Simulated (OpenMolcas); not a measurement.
# One shape, several levels: doublet [BGeNH6]+

Aim: a comparison of 5 runs (UHF/STO-3G, U-r2SCAN/6-31G*, UB3LYP/6-31G*, UBHLYP/6-31G*, UM06-L/6-31G*) of doublet [BGeNH6]+. 

The calculation is run with OpenMolcas 26.06.

1 further run of the same task is left out (set aside as unsound or not needed).

## (1) Starting point

The species is [BGeNH6]+ (9 atoms), meant as a doublet with charge +1. As SMILES of the parent species, `B[NH][GeH3]`. The shape is that of a PBE0-D4/def2-TZVP optimisation. That shape belongs to the parent species and isn't relaxed for this state.

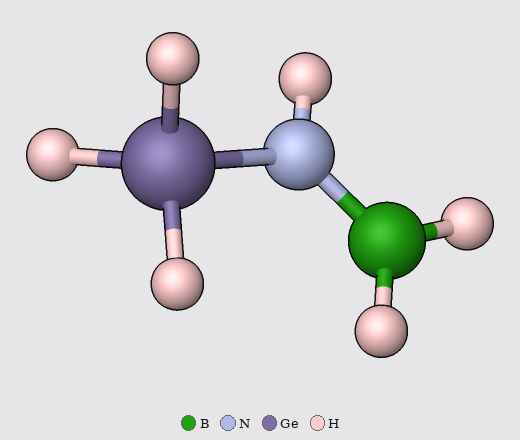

The structure, seen from a chosen angle (boron green, nitrogen light blue, germanium purple, hydrogen pink).

## (2) A single-point energy at UHF/STO-3G (run 1)

Contents of run.inp:

```
>>> EXPORT MOLCAS_PRINT=2
&GATEWAY
BasLib = $CurrDir
BasisSet
B.STO-3G....
B1 -0.874000 0.629500 -1.162900 angstrom
End of Basis
BasisSet
N.STO-3G....
N2 -0.023300 0.687100 -0.062700 angstrom
End of Basis
BasisSet
Ge.STO-3G....
Ge3 0.665200 -0.761400 0.866600 angstrom
End of Basis
BasisSet
H.STO-3G....
H4 -1.217900 -0.440700 -1.581000 angstrom
H5 -1.249100 1.647000 -1.674800 angstrom
H6 0.253900 1.598400 0.272500 angstrom
H7 2.201600 -0.714800 0.804900 angstrom
H8 0.114900 -2.015200 0.184600 angstrom
H9 0.217300 -0.676000 2.335700 angstrom
End of Basis
&SEWARD
&SCF
UHF
Charge = 1
Spin = 2
Thresholds = 1e-10 1e-07 1e-07 1e-05
PrOrbitals = 0
```

The basis set STO-3G is read from a file made from the Basis Set Exchange's data (not shown).

Command:

```console
export MOLCAS_MEM=1860
pymolcas run.inp > run.log
```

What it wrote:

```text
--- Start Module: gateway ---
[...]
--- Stop Module: gateway /rc=_RC_ALL_IS_WELL_ ---
--- Start Module: seward ---
[...]
      Basis functions           34
--- Stop Module: seward /rc=_RC_ALL_IS_WELL_ ---
[...]
--- Start Module: scf ---
[...]
       Convergence after  21 Iterations
[...]
::    Total SCF energy                              -2133.1647650866
[...]
      Total spin, S                                     0.5047396693
[...]
      Total electronic charge=   49.000000
      Total            charge=    1.000000
[...]
      Dipole Moment (debye):
      Origin of the operator (angstrom)=    0.3767   -0.3842    0.4832
                   X= -9.9738E-01               Y=  3.5752E+00               Z= -1.3838E+00           Total=  3.9613E+00
      Center of Charge (angstrom)
[...]
--- Stop Module: scf /rc=_RC_ALL_IS_WELL_ ---
[...]
```

Run time: 4.5 s. Hardware: 1 thread of AMD EPYC 7R43 (Zen 3), shared host; peak memory 0.37 GiB.

## (3) A single-point energy at U-r2SCAN/6-31G(d) (spherical functions) (run 2)

Contents of run.input:

```
* BGeH6N Kohn-Sham DFT
&GATEWAY
BasLib
$CurrDir
Coord
9
angstrom
B       -0.874000       0.629500      -1.162900
N       -0.023300       0.687100      -0.062700
Ge       0.665200      -0.761400       0.866600
H       -1.217900      -0.440700      -1.581000
H       -1.249100       1.647000      -1.674800
H        0.253900       1.598400       0.272500
H        2.201600      -0.714800       0.804900
H        0.114900      -2.015200       0.184600
H        0.217300      -0.676000       2.335700
Basis
6-31Gs
Group
NoSym
&SEWARD
GridInput
Grid=UltraFine
End of Grid
&SCF
UHF
Charge
1
Spin
2
KSDFT
2
1.0 MGGA_X_R2SCAN
1.0 MGGA_C_R2SCAN
Thresholds
1e-10 1e-07 1e-07 1e-05
PrOrbitals
1 2
```

The basis set 6-31G* is read from a file made from the Basis Set Exchange's data (not shown).

Command:

```console
export MOLCAS_MEM=1860
pymolcas run.input > run.log
```

What it wrote:

```text
--- Start Module: gateway ---
[...]
--- Stop Module: gateway /rc=_RC_ALL_IS_WELL_ ---
--- Start Module: seward ---
[...]
      Basis functions           72
--- Stop Module: seward /rc=_RC_ALL_IS_WELL_ ---
[...]
--- Start Module: scf ---
[...]
       Convergence after  33 Iterations
[...]
::    Total KS-DFT energy                           -2159.4977063609
[...]
      Total spin, S                                     0.5049202705
[...]
      Total electronic charge=   49.000000
      Total            charge=    1.000000
[...]
      Dipole Moment (debye):
      Origin of the operator (angstrom)=    0.3767   -0.3842    0.4832
                   X= -1.4476E-02               Y=  2.3110E+00               Z= -1.6922E-01           Total=  2.3172E+00
      Center of Charge (angstrom)
[...]
--- Stop Module: scf /rc=_RC_ALL_IS_WELL_ ---
[...]
```

Run time: 2 min. Hardware: 1 thread of AMD EPYC 7R43 (Zen 3), shared host; peak memory 0.42 GiB.

Runs 3 to 4 aren't shown in full; the table further down has their settings and results.

## (4) A single-point energy at UM06-L/6-31G(d) (spherical functions) (run 5)

Contents of mol.xyz:

```xyz
9

B     -0.874000     0.629500    -1.162900
N     -0.023300     0.687100    -0.062700
Ge     0.665200    -0.761400     0.866600
H     -1.217900    -0.440700    -1.581000
H     -1.249100     1.647000    -1.674800
H      0.253900     1.598400     0.272500
H      2.201600    -0.714800     0.804900
H      0.114900    -2.015200     0.184600
H      0.217300    -0.676000     2.335700
```

Contents of run.inp:

```
&GATEWAY
 BasLib
 $CurrDir
 Coord
 mol.xyz
 Basis
 6-31Gs
 Group
 NoSym

&SEWARD
 GridInput
 Grid=UltraFine
 End of Grid

&SCF
 UHF
 Charge
 1
 Spin
 2
 KSDFT
 M06L
 Thresholds
 1e-10 1e-07 1e-07 1e-05
 PrOrbitals
 1 1
```

The basis set 6-31G* is read from a file made from the Basis Set Exchange's data (not shown).

Command:

```console
export MOLCAS_MEM=1860
pymolcas run.inp > run.log
```

What it wrote:

```text
--- Start Module: gateway ---
[...]
--- Stop Module: gateway /rc=_RC_ALL_IS_WELL_ ---
--- Start Module: seward ---
[...]
      Basis functions           72
--- Stop Module: seward /rc=_RC_ALL_IS_WELL_ ---
[...]
--- Start Module: scf ---
[...]
       Convergence after  46 Iterations
[...]
::    Total KS-DFT energy                           -2159.5034331057
[...]
      Total spin, S                                     0.5034426820
[...]
      Total electronic charge=   49.000000
      Total            charge=    1.000000
[...]
      Dipole Moment (debye):
      Origin of the operator (angstrom)=    0.3767   -0.3842    0.4832
                   X= -7.6083E-03               Y=  2.3232E+00               Z= -3.0884E-01           Total=  2.3437E+00
      Center of Charge (angstrom)
[...]
--- Stop Module: scf /rc=_RC_ALL_IS_WELL_ ---
[...]
```

It took 2.7 min on 1 thread of AMD EPYC 7R43 (Zen 3), shared host; peak memory 0.42 GiB.

## (5) Overview of the runs

```tsv
run	level	integration grid	energy (Eh)	HOMO energy (eV)	LUMO energy (eV)	⟨S²⟩	wall time
1	UHF/STO-3G	–	-2133.164765	-17.23	-5.14	0.760	4.5 s
2	U-r2SCAN/6-31G* (spherical functions)	UltraFine	-2159.497706	-13.45	-13.12	0.760	2 min
3	UB3LYP/6-31G* (spherical functions)	UltraFine	-2159.622180	-14.33	-12.67	0.758	76 s
4	UBHLYP/6-31G* (spherical functions)	UltraFine	-2159.501109	-16.12	-11.15	0.759	65 s
5	UM06-L/6-31G* (spherical functions)	UltraFine	-2159.503433	-13.46	-13.23	0.757	2.7 min
```

## (6) What came out

| quantity | value |
| --- | --- |
| run 5: total energy | -2159.50343 Eh |
| run 5: HOMO energy (highest over α and β) | -13.46 eV |
| run 5: LUMO energy (lowest over α and β) | -13.23 eV |
| run 5: ⟨S²⟩ | 0.757 |

In words: Totals of different functionals can't be ranked against each other. In run 1 the basis is minimal, so the values are rough. All runs together took 7.2 min, the longest 2.7 min.
